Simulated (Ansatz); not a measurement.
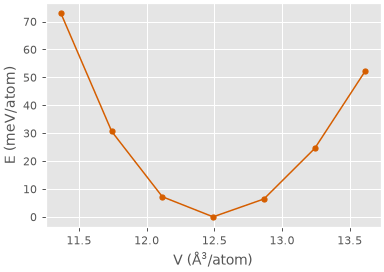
*CoSi2 (fluorite or antifluorite type, Fm-3m) under volume change, DFT-PBEsol in the program Ansatz with PAW potentials, scaled uniformly.*

What does a third-order Birch–Murnaghan fit give for V₀, B₀ and B′?

V₀ = 12.49 Å³/atom, B₀ = 194 GPa, B′ = 4.5.

Symmetry was held in the PBEsol relaxation. The workflow began spin-polarised and lost its moments.

Potentials: the later of the program's two PAW sets.
